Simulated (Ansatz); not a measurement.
Band structure of PIr2 (Fm-3m, 3 atoms in the cell).

```yaml
crystal:
  lattice:
    - [0.00000, 2.77874, 2.77874]
    - [2.77874, 0.00000, 2.77874]
    - [2.77874, 2.77874, 0.00000]
  atoms:
    - { symbol: P, position: [0.00000, 0.00000, 0.00000] }
    - { symbol: Ir, position: [0.25000, 0.25000, 0.25000] }
    - { symbol: Ir, position: [0.75000, 0.75000, 0.75000] }
```

Level of theory: LDA (PW92), PAW files made with PBE (plane waves; Ansatz, a program for electronic structure).

Settings: kpoints.mp_grid.grid = 10 10 10; hamiltonian.xc = lda; hamiltonian.pseudopotentials = {kind: paw} (the program's default PAW files); scf.occupations.method = gaussian; scf.occupations.width = 0.0037 Ry; kpoints.band_path.npoints = 8.

The starting cell comes from a database of computed structures (which also holds hypothetical and non-ambient phases and stackings), without a prior relaxation at this level. Spin-orbit coupling is off. Spin polarisation is off; with an odd number of electrons in the cell that forces a metal, and a magnetic state may lie lower.

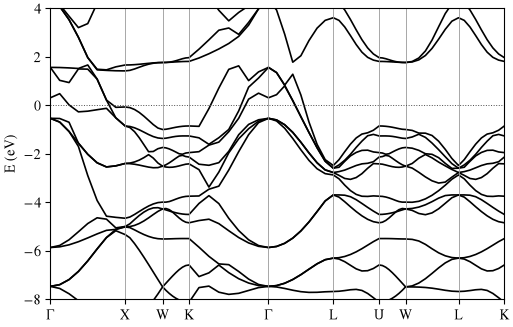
Bands along the path, energies from the Fermi level.

Levels in eV from the Fermi level, bands 17 to 23:
| point | 17 | 18 | 19 | 20 | 21 | 22 | 23 |
|---|---|---|---|---|---|---|---|
| Γ | -0.54 | 0.31 | 1.57 | 1.57 | 4.34 | 4.34 | 4.34 |
| X | -2.40 | -0.85 | -0.85 | -0.07 | 1.42 | 1.67 | 5.30 |
| W | -2.51 | -1.74 | -1.37 | -1.00 | 1.77 | 1.77 | 7.23 |
| K | -2.13 | -1.95 | -1.26 | -0.85 | 1.81 | 1.97 | 5.24 |
| L | -2.77 | -2.59 | -2.59 | -2.48 | 3.62 | 4.34 | 4.34 |
| U | -2.13 | -1.95 | -1.26 | -0.85 | 1.81 | 1.97 | 5.24 |

Bands cross the Fermi level along this path, so the cell is metallic at this level.

Keys are those of Ansatz 0.2.
